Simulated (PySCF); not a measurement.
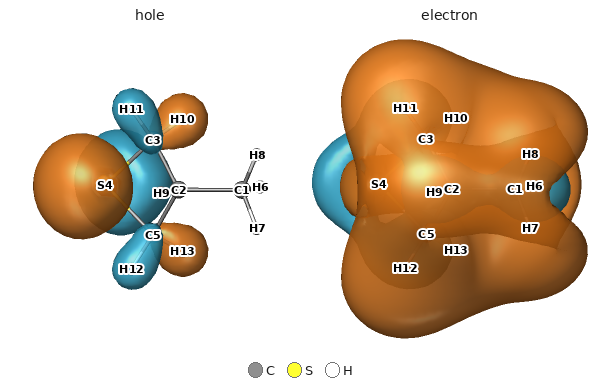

C₄H₈S, SMILES `CC1CSC1`. Leading natural transition orbital pair of S₂ (TDA singlet states); the surfaces enclose about 85 % of each orbital's density.

PySCF calculation, PBE0/def2-SVP, gas phase; geometry: GFN2-xTB. No frequency check shows the geometry to be a minimum. GFN2-xTB bond lengths at metals and heavier atoms can be off by up to 0.1 Å and shapes distorted, which carries into these values. Without diffuse functions Rydberg states are missing, so the states' numbers hold for this basis only.

Coordinates in Å:

```
C1      -2.1725   -0.0003    0.2509
C2      -0.8265    0.0005   -0.4526
C3       0.1202    1.1376   -0.0499
S4       1.5457   -0.0002    0.1143
C5       0.1197   -1.1376   -0.0503
H6      -2.0387   -0.0007    1.3308
H7      -2.7435   -0.8828   -0.0271
H8      -2.7431    0.8840   -0.0268
H9      -0.9783    0.0008   -1.5352
H10     -0.1188    1.5855    0.9134
H11      0.2829    1.9151   -0.7921
H12      0.2821   -1.9149   -0.7927
H13     -0.1195   -1.5856    0.9129
```

Q: Where does the state lie, and where do hole and electron sit?

A: 6.50 eV (191 nm), f = 0.001 (very weak), partly diffuse acceptor orbital, which a basis without diffuse functions describes poorly; the leading pair carries 100 %; hole on S4 (76 %) and C3 and C5 (6 % each), electron on S4 (13 %), C3 and C5 (11 % each) and H9 (10 %) (atom shares of so diffuse an orbital are rough); their centroids lie 2.0 Å apart. In canonical orbitals it is mainly HOMO → LUMO+1 (98 %). The HOMO–LUMO gap is 6.91 eV.
